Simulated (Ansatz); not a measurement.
# Convergence study of shifted k-point meshes for NbH (I4mm, 2 atoms in the cell)

```xyz
2
Lattice="-1.5989 1.5989 1.9744 1.5989 -1.5989 1.9744 1.5989 1.5989 -1.9744" Properties=species:S:1:pos:R:3 pbc="T T T"
Nb     0.0000     0.0000     0.0500
H      0.0000     0.0000     1.9744
```

Method: PBEsol, default PAW files made with PBE (plane waves; Ansatz, a first-principles code).

Base settings: basis.ecutwfc = 420 eV; kpoints.mp_grid.grid = 14 14 14; hamiltonian.xc = pbesol; hamiltonian.pseudopotentials = {kind: paw} (the program's default PAW files); scf.occupations.method = fermi_dirac; scf.occupations.width = 0.1 eV.

In this ladder: kpoints.mp_grid.shift = 0.5 0.5 0.5.

Only quantities that move along the ladder and can be compared are tabulated.

The count of work is k-points × plane waves × bands × iterations; it is no time. Core times come from one kind of shared machine, to one figure; runs under 30 s give none.

The starting cell comes from a database of computed structures (which also holds hypothetical and non-ambient phases and stackings), without a prior relaxation at this level. Its lattice was rescaled by up to half a per cent. One atom was moved a little off its site on purpose. Spin polarisation is off. In the base run, with a pressure of about -5 GPa the cell is away from its equilibrium volume at this level. Ansatz's pressure includes its estimate of the finite-basis (Pulay) stress.

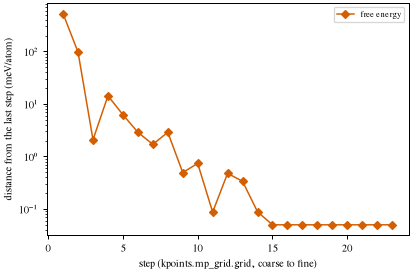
Distance from the last step along the ladder; very small values are drawn at a floor.

| kpoints.mp_grid.grid | free energy less the last step's (meV/atom) | pressure (GPa) | largest difference of a force vector from the last step's (eV/Å) | count of work / last | core time / last (rough) |
|---|---|---|---|---|---|
| 2 2 2 | 523.75 | 7.09 | 0.065 | 0.00042 | – |
| 3 3 3 | 96.89 | -3.53 | 0.012 | 0.00083 | – |
| 4 4 4 | 2.09 | -6.23 | 0.016 | 0.0015 | – |
| 5 5 5 | 14.31 | -4.53 | 0.014 | 0.0025 | – |
| 6 6 6 | 6.25 | -4.15 | 0.005 | 0.0039 | – |
| 7 7 7 | -2.89 | -4.80 | 0.002 | 0.0056 | – |
| 8 8 8 | -1.71 | -4.66 | 0.000 | 0.0078 | – |
| 9 9 9 | 2.89 | -4.44 | 0.001 | 0.010 | – |
| 10 10 10 | 0.50 | -4.48 | 0.003 | 0.014 | – |
| 11 11 11 | -0.74 | -4.65 | 0.002 | 0.018 | – |
| 12 12 12 | 0.09 | -4.70 | 0.001 | 0.022 | – |
| 14 14 14 | -0.48 | -4.59 | 0.001 | 0.033 | – |
| 15 15 15 | -0.34 | -4.64 | 0.000 | 0.040 | – |
| 17 17 17 | 0.09 | -4.61 | 0.000 | 0.056 | – |
| 19 19 19 | -0.01 | -4.63 | 0.000 | 0.076 | – |
| 21 21 21 | 0.00 | -4.61 | 0.000 | 0.10 | – |
| 23 23 23 | 0.02 | -4.62 | 0.000 | 0.13 | – |
| 25 25 25 | -0.01 | -4.62 | 0.000 | 0.16 | – |
| 28 28 28 | 0.01 | -4.62 | 0.000 | 0.23 | – |
| 31 31 31 | 0.01 | -4.62 | 0.000 | 0.30 | 0.3 |
| 35 35 35 | 0.00 | -4.62 | 0.000 | 0.43 | 0.4 |
| 38 38 38 | 0.00 | -4.62 | 0.000 | 0.54 | 0.5 |
| 43 43 43 | 0.00 | -4.62 | 0.000 | 0.77 | 0.7 |
| 47 47 47 | 0.00 | -4.62 | 0.000 | 1.0 | 1 |

Coarsest kpoints.mp_grid.grid that holds the free energy within 1 meV/atom of the last step, with all finer ones: 10 10 10, at 0.014 of the last step's count of work; the step before is off by 2.9 meV/atom.

Coarsest kpoints.mp_grid.grid that holds the pressure within 1 GPa of the last step, with all finer ones: 5 5 5, at 0.0025 of the last step's count of work; the step before is off by 1.6 GPa.

Coarsest kpoints.mp_grid.grid that holds the forces within 0.01 eV/Å of the last step, with all finer ones: 6 6 6, at 0.0039 of the last step's count of work; the step before is off by 0.014 eV/Å.

Keys are those of Ansatz 0.2.
